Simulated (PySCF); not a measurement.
C3H15BN2Si3 (SMILES C=CN([SiH3])B(C)N([SiH3])[SiH3])

```xyz
24

C    -2.5899    1.3181   -1.2649
C    -1.3784    0.8079   -1.0845
N    -1.0424   -0.3252   -0.3586
Si   -2.3153   -1.2396    0.4073
B     0.3597   -0.6325   -0.1896
C     0.8262   -2.1508   -0.1620
N     1.3168    0.4209   -0.0381
Si    2.9797    0.2127   -0.5350
Si    0.9097    1.8998    0.8065
H    -3.4734    0.9052   -0.8118
H    -2.7257    2.1805   -1.8923
H    -0.5330    1.2681   -1.5814
H    -3.2063   -1.7655   -0.6331
H    -3.0502   -0.3678    1.3331
H    -1.7037   -2.3192    1.1760
H     0.0686   -2.8333   -0.5400
H     1.0652   -2.4567    0.8560
H     1.7310   -2.3008   -0.7478
H     3.5640    1.5490   -0.6575
H     3.7171   -0.5757    0.4580
H     2.9914   -0.4463   -1.8439
H    -0.3925    1.7556    1.4497
H     0.9285    3.0222   -0.1366
H     1.9411    2.0934    1.8315
```

Geometry: GFN2-xTB.

All numbers below come from PBE0/pcSseg-1, SCF density, gas phase, non-relativistic (PySCF).

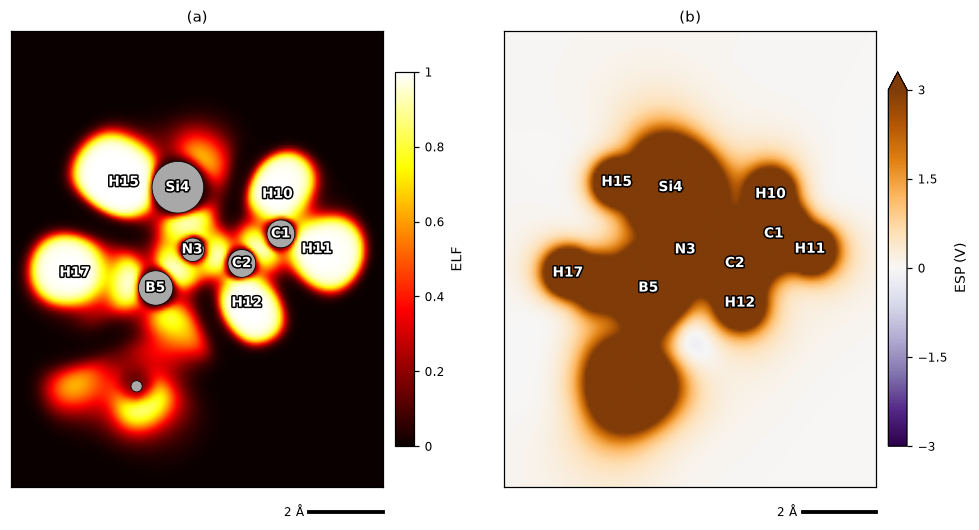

Figure 1. (a) electron localisation function; (b) molecular electrostatic potential on the plane of atoms C2, C1 and H11. Grey discs cover the atomic cores in the ELF map.

> Interpret the plot.

- The plane passes through C, N, Si, B and H nuclei.
- C–C (1.33 Å): the ELF peaks at about 0.95 between the atoms: a short, multiple covalent bond.
- C–N (1.39 Å): the ELF peaks at about 0.90 between the atoms, as expected for localised, covalent bonding.
- B–N (1.45 Å): the ELF peaks at about 0.95 between the atoms; a shared but strongly polarised pair.
- Si–N (1.74 Å): the ELF peaks at about 0.90 between the atoms, as expected for a shared but strongly polarised pair.
- C–H (1.08 Å): the ELF climbs to about 1 towards the hydrogen, as it does in any bond to H (a covalent bond by its length).
- The potential has no marked negative region in this plane.

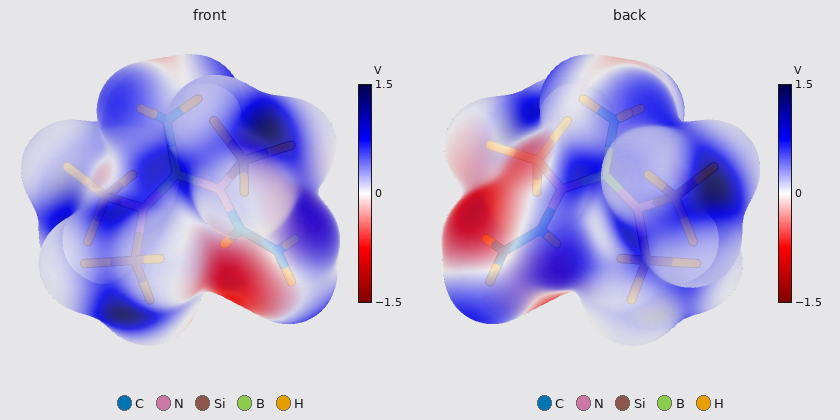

Figure 2. The molecular electrostatic potential painted on the density surface at 0.002 e/bohr³, seen from the front and from behind; red is negative and blue positive.

> Describe the electrostatic potential map.

The most negative region (about −0.8 V, or −18 kcal/mol for a unit charge) lies over the π face of C1 and C2, the most positive (about +1.4 V, or +32 kcal/mol for a unit charge) over Si4, Si8 and Si9.

> How polar is the molecule by this calculation?

Its dipole moment is 0.51 D.
